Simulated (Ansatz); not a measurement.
```yaml
atoms:
  - { symbol: Br, position_ang: [-3.4560, 1.6130, -2.6380] }
  - { symbol: Ge, position_ang: [-2.1087, 0.5808, 0.6937] }
  - { symbol: Si, position_ang: [-1.8920, 2.1096, -1.1163] }
  - { symbol: H, position_ang: [-3.5101, 0.7150, 1.3119] }
  - { symbol: H, position_ang: [-1.9152, -0.8544, 0.1772] }
  - { symbol: H, position_ang: [-1.0496, 0.8770, 1.7727] }
  - { symbol: H, position_ang: [-0.5586, 2.0024, -1.7769] }
  - { symbol: H, position_ang: [-2.1074, 3.5201, -0.6804] }
```

Geometry: PBE0-D3(BJ)/def2-SVP.

These are results of isolated molecule in a Gaussian basis; Kohn-Sham density functional theory, functional PBE0 in Ansatz, not measurements.

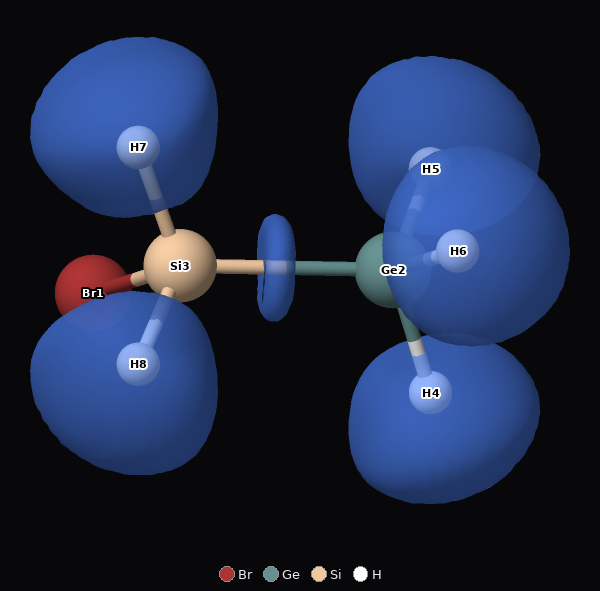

BrGeH$_{5}$Si (SMILES [GeH3][SiH2]Br). Isosurface of the ELF at 0.9 (blue), seen from one side. Core shells and regions of very low density are left out.

What do the ELF domains correspond to?

Answer. The surface consists of one region between bonded Ge–Si atoms (shared pairs) and five regions around hydrogen nuclei.

Values along the shortest contacts:
Si–Br (2.24 Å): the ELF peaks at about 0.85 between the atoms, as expected for a polar covalent bond. Si–Ge (2.38 Å): the ELF peaks at about 0.95 between the atoms (a shared electron pair).
